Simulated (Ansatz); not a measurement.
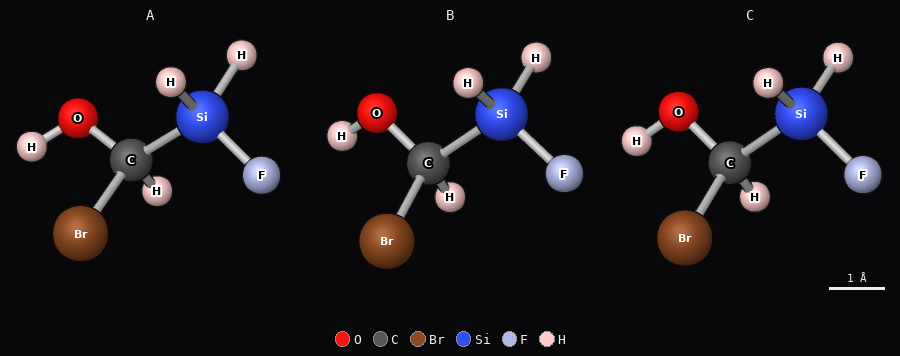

3 geometries from one relaxation of CH$_{4}$BrFOSi, in shuffled order. A ball-and-stick model, seen at a tilt.

The run prepares an end point of a later path (torsion) calculation, from a guessed geometry.

All numbers below come from RKS PBE-D4/def2-SVP (Ansatz). Set-up: no spin polarisation; force threshold 0.015 eV/Å; at most 40 steps.

### Order the frames from highest to lowest energy.

A, C, B. They are steps 0, 2, 8, at +11.8 kcal/mol, +1.52 kcal/mol relative to the last. The energy falls by 11.8 kcal/mol in 8 geometry steps. The largest force component goes from 2.9 to 0.0048 eV/Å. An H atom moves most after the best rigid fit: 0.45 Å. By element the largest moves are H 0.45 Å, O 0.26 Å, Br 0.24 Å, F 0.08 Å, C 0.08 Å, Si 0.07 Å. Among the contacts that change: C–Si 1.812 → 1.908 Å, Br–C 1.980 → 2.041 Å, H–Si 1.525 → 1.495 Å, F–Si 1.611 → 1.637 Å. Bond angles that change, for instance: O–C–Si 120.3° → 108.3°, O–C–H 104.5° → 114.6°, H–Si–H 105.1° → 112.4°. Groups turn about C–O by about 45°.
